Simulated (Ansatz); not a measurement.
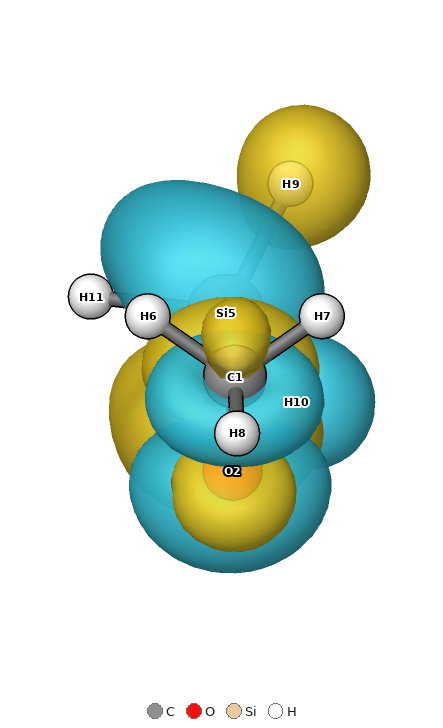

C$_{3}$H$_{6}$OSi. The LUMO at ±0.1 Å⁻³ᐟ² (yellow and cyan are the two phases), seen at an oblique angle.

Level of theory: Ansatz 0.2.0, RKS PBE-D4/6-31G*.

```yaml
atoms:
  - { symbol: C, position_ang: [0.1663, -1.8731, 1.6920] }
  - { symbol: O, position_ang: [0.8061, -1.9297, 0.3856] }
  - { symbol: C, position_ang: [1.9546, -2.5463, 0.3758] }
  - { symbol: C, position_ang: [3.0419, -3.1223, 0.3310] }
  - { symbol: Si, position_ang: [4.6350, -3.9793, 0.2439] }
  - { symbol: H, position_ang: [0.8100, -1.3283, 2.4023] }
  - { symbol: H, position_ang: [-0.0279, -2.8941, 2.0599] }
  - { symbol: H, position_ang: [-0.7773, -1.3333, 1.5334] }
  - { symbol: H, position_ang: [4.7194, -5.0336, 1.3097] }
  - { symbol: H, position_ang: [4.8076, -4.6448, -1.0902] }
  - { symbol: H, position_ang: [5.7849, -3.0342, 0.4430] }
```

Where does this orbital lie, and at what energy?

Answer. It lies mainly on C3 (about 25 %), C4 (about 25 %), Si5 (about 20 %), C1 (about 10 %) and O2 (about 5 %). Its energy is −0.38 eV.
